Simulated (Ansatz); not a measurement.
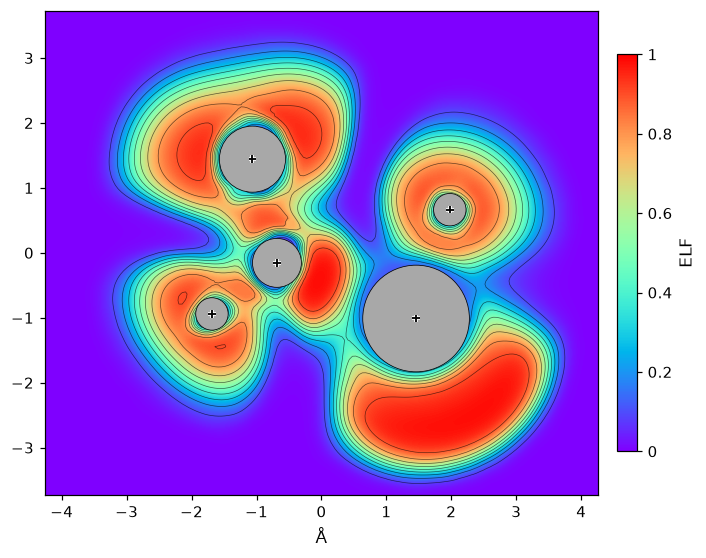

The electron localisation function on a plane through atoms (crosses mark nuclei in the plane; grey discs cover the cores).

These are results of isolated molecule in a Gaussian basis; Kohn-Sham density functional theory, functional PBE0 in Ansatz 0.2.0, not measurements.

Candidates:
A. CBClF2 (SMILES F[B-](F)=[C+]Cl) (triplet)
B. CClF2Ge (SMILES [F]/[Ge+]=[C](/F)Cl) (charge +1)
C. CH9GeNSi

> Which candidate gave the map?

Candidate B: CClF2Ge on the molecular plane, which holds C, Cl, F and Ge. C–F (1.27 Å): the ELF peaks at about 0.85 between the atoms: a shared but strongly polarised pair. C–Cl (1.64 Å): the ELF peaks at about 0.90 between the atoms: a covalent bond.
